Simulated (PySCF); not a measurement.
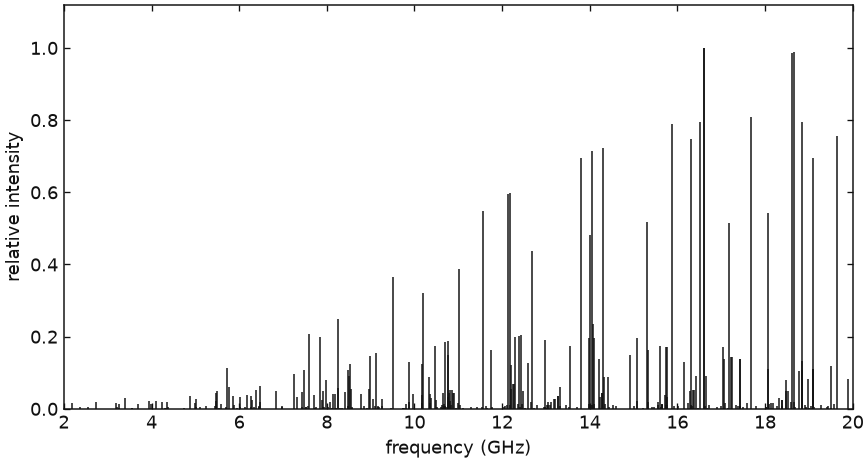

Simulated rotational absorption lines between 2 and 20 GHz at 1.5 K: rigid rotor with the equilibrium constants and dipole of one optimised conformer (PBE0-D3(BJ)/def2-SVP, PySCF 2.14.0), commonest isotopes; no centrifugal distortion, hyperfine structure, internal rotation or nuclear-spin weights; lines within 1 MHz of each other are summed.

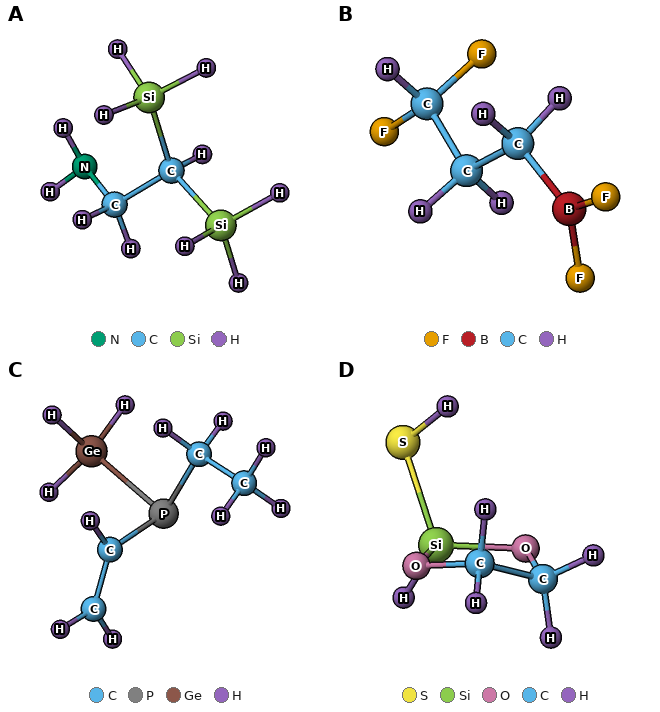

> Which molecule gives this spectrum? The candidates are drawn in the second picture.

Structure C, C₄H₁₁GeP, SMILES C=C[P]([GeH3])CC, singlet. Rotational constants A, B, C = 2.228, 1.168, 0.8374 GHz, |μa|, |μb|, |μc| = 0.56, 0.15, 1.02 D.

Note: coarse grid, loose stop and no frequency check, small forces are noise and the end may be a saddle.
